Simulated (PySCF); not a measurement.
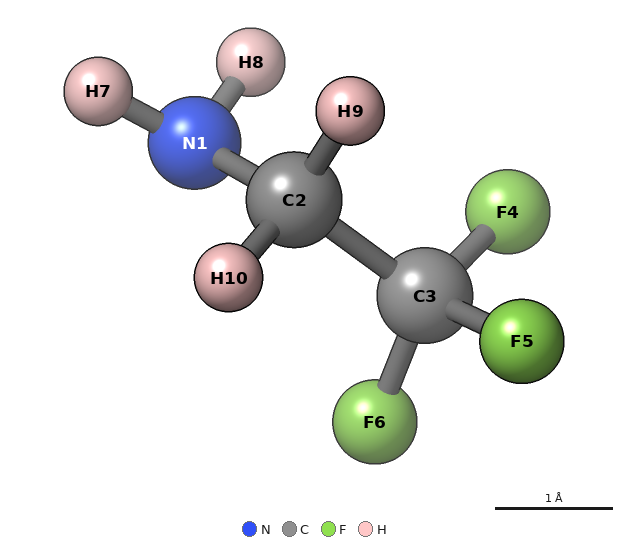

Orthographic view. Distant atoms are faded towards the background colour. The computed structure is the end point of a PBE0-D3(BJ)/def2-SVP optimisation. No frequency run is at hand to confirm it as a minimum.

Write a MOL file (V2000) with the atoms in numerical order, bonds sorted by atom number with the orders drawn, and coordinates in the frame of the picture: x right, y up, z towards the viewer, origin at the mean position.

```
C2H4F3N
                    3D

 10  9  0  0  0  0  0  0  0  0999 V2000
   -1.1200    0.6300   -0.5600 N   0  0  0  0  0  0  0  0  0  0  0  0
   -0.2600    0.1400    0.4900 C   0  0  0  0  0  0  0  0  0  0  0  0
    0.8600   -0.6900   -0.0900 C   0  0  0  0  0  0  0  0  0  0  0  0
    1.5800    0.0300   -0.9700 F   0  0  0  0  0  0  0  0  0  0  0  0
    1.7000   -1.0800    0.8700 F   0  0  0  0  0  0  0  0  0  0  0  0
    0.4300   -1.7800   -0.7300 F   0  0  0  0  0  0  0  0  0  0  0  0
   -1.9500    1.0700   -0.1700 H   0  0  0  0  0  0  0  0  0  0  0  0
   -0.6300    1.3200   -1.1200 H   0  0  0  0  0  0  0  0  0  0  0  0
    0.2200    0.9000    1.1300 H   0  0  0  0  0  0  0  0  0  0  0  0
   -0.8300   -0.5300    1.1500 H   0  0  0  0  0  0  0  0  0  0  0  0
  1  2  1  0
  1  7  1  0
  1  8  1  0
  2  3  1  0
  2  9  1  0
  2 10  1  0
  3  4  1  0
  3  5  1  0
  3  6  1  0
M  END
```
